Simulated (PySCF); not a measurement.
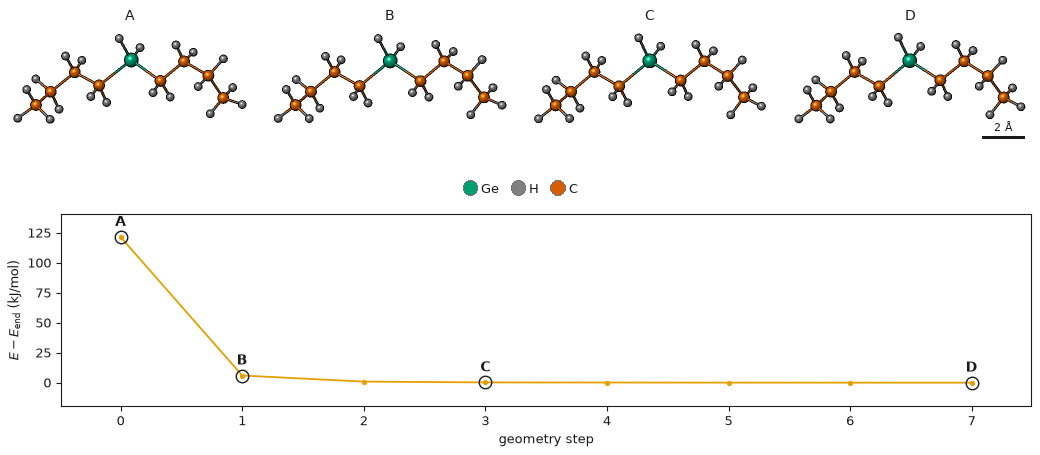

Frames of a relaxation of C$_{8}$H$_{20}$Ge, marked on the history of the run. The picture is a ball-and-stick view, seen from a free direction.

The start comes from GFN2-xTB. Its atoms were then displaced at random by about 0.03 Å.

Method: PySCF, PBE0-D3(BJ)/def2-SVP geometry optimisation, gas phase. 

Q: What happens along the run?

A: The energy falls by 121.5 kJ/mol in 7 geometry steps. The largest move after the best rigid fit is that of an H atom, 0.14 Å. By element the largest moves are H 0.14 Å, C 0.09 Å, Ge 0.08 Å. Some distances before and after: Ge–H 1.407 → 1.548 Å, C–H 1.212 → 1.103 Å, C–Ge 2.044 → 1.961 Å, C–H 1.183 → 1.102 Å. Bond angles that change, for instance: H–C–H 116.7° → 107.2°, H–C–H 112.8° → 105.8°, Ge–C–H 113.3° → 107.2°. Cost: 4.7 min on 2 threads of Intel(R) Xeon(R) Platinum 8375C CPU @ 2.90GHz, with other jobs on the host. From step 0 to 1: H atoms move most (0.13 Å), energy −115.5 kJ/mol. From step 1 to 3: an H atom moves most (0.06 Å), energy −5.75 kJ/mol. From step 3 to 7: H atoms move most (0.06 Å), energy −0.22 kJ/mol.
